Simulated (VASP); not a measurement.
Band structure of GaSb (zinc blende). These are vdW-DF2, VASP's PBE PAW potentials (set 64) (plane waves; VASP) values and carry that method's errors.

Unless said otherwise, spin-orbit coupling is left out, though it shifts the bands of the heavy elements here.

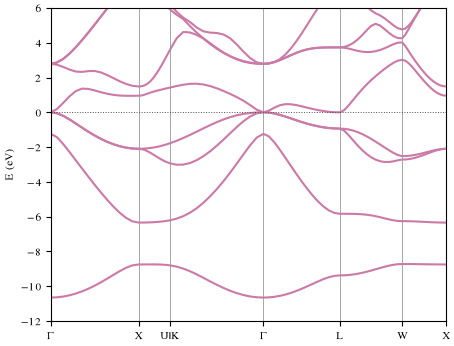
Fig. 1. Bands along high-symmetry lines, zero at the valence-band maximum or, without a gap, the Fermi level

Problem. Read the plot: is there a gap, and where are the band edges?

Solution. It has no gap at this level: it comes out as a metal or semimetal. (Edges off the drawn lines would not show.)

The compound is GaSb in the zinc blende structure. It was relaxed first, which changed the volume by +16 %.
